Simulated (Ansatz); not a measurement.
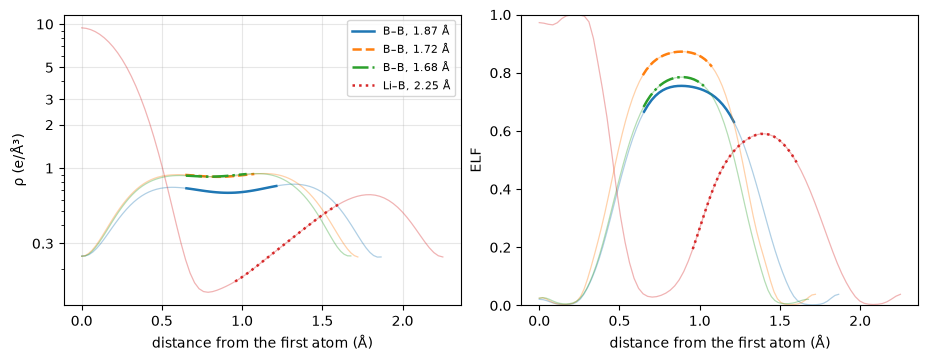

*Li2B3. Valence pseudo-density and electron localisation function along straight lines between neighbouring atoms. Thin, pale parts lie inside the atomic spheres.*

Space group C2/m; a structure from a database of computed crystals, not necessarily the ambient phase; a generated structure, not necessarily the stable one; changed on purpose from its base cell (volume × 0.91, shape and atoms relaxed).

Computed with DFT PBE, scalar-relativistic, plane waves, PAW in Ansatz.

The density is the valence pseudo-density of a PAW calculation; it isn't the true density close to the nuclei.

> What can be read from the curves?

B–B (1.87 Å): the density is about 0.67 e/Å³ at the midpoint; the ELF peaks at about 0.75 between the atoms.
B–B (1.72 Å): the density is about 0.87 e/Å³ at the midpoint; the ELF peaks at about 0.85 between the atoms.
B–B (1.68 Å): the density is about 0.87 e/Å³ at the midpoint; the ELF peaks at about 0.80 between the atoms.
Li–B (2.25 Å): ρ at the midpoint is about 0.22 e/Å³; the ELF peaks at about 0.60 in the valence shell of B, 0.8 Å from its nucleus, and is about 0.45 at the midpoint.
